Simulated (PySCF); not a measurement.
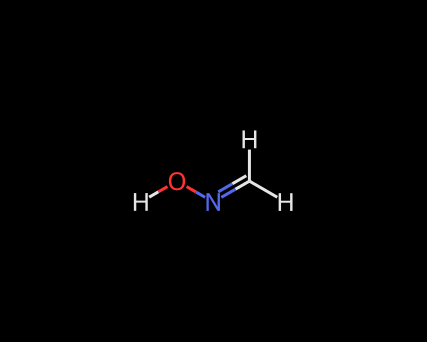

The drawing above gives the connectivity. The computed structure is the end point of a PBE0-D3(BJ)/def2-SVP optimisation. No frequency run is at hand to confirm it as a minimum.

What does the molecule look like in three dimensions?

Formula CH3NO. SMILES: `C=NO`. It has no ring. Among its groups: imine. The point group is Cs. All atoms lie on one plane. Coordination: 1 C trigonal planar; 1 N bent; 1 O bent.

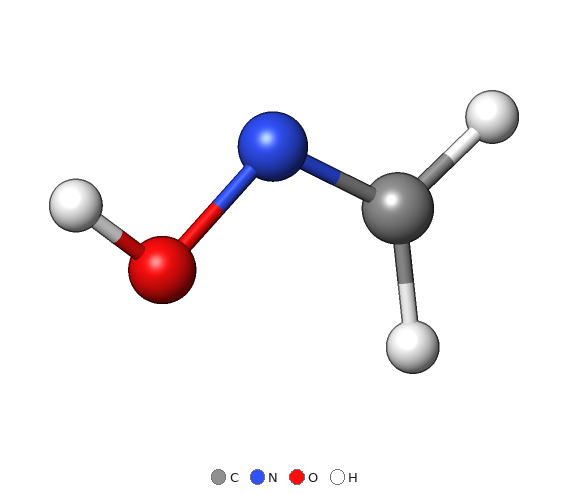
